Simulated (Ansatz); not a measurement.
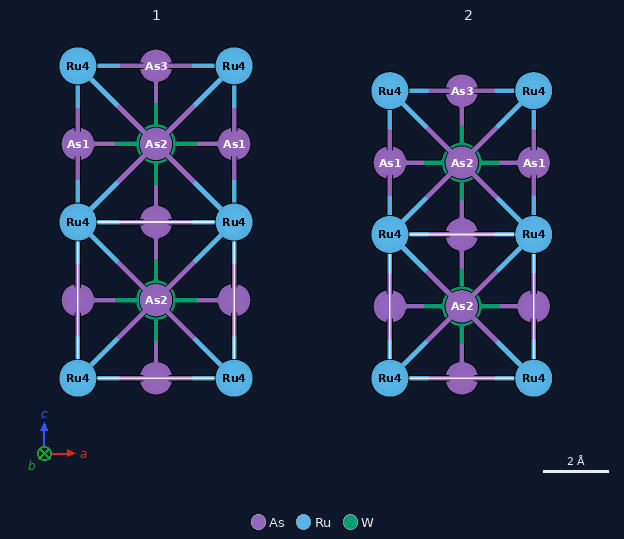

Two geometries of a crystal of As3RuW (built on the cubic perovskite type) (coarse preliminary run), drawn at one scale. One is the start of a relaxation, the other its converged end. Style: ball-and-stick. Shown: the cell of the calculation, repeated 1 × 1 × 2 with one cell outlined, along the b axis.

Computed with DFT PBE, scalar-relativistic, plane waves, PAW (Ansatz 0.2.0). (plane-wave cutoff 420 eV; k-point mesh 4 × 4 × 4; occupations gaussian; smearing width 0.1 eV; no spin polarisation; cell and atoms relaxed; force threshold 0.04 eV/Å; at most 70 steps)

> Which geometry has the lower energy?

Structure 1 is the relaxed one. Case: cubic perovskite type (Pm-3m, No. 221). The energy falls by 544 meV per atom in 4 accepted moves (5 points after the start). All forces vanish by symmetry, so only the cell relaxes. Pressure: 43.66 GPa at the start and 0.30 GPa at the end. At 1 point the geometry stayed and the basis and grid were re-selected for the new cell (energy shift of 3.5 meV per atom at most each time). No atom moves by more than 0.005 Å relative to the cell. Cell: a = b = c 4.425 → 4.807 Å (+8.6 %). Volume +28.2 %. Some distances before and after: As–Ru 3.129 → 3.399 Å, As–W 2.212 → 2.403 Å. The space group stays Pm-3m (No. 221).
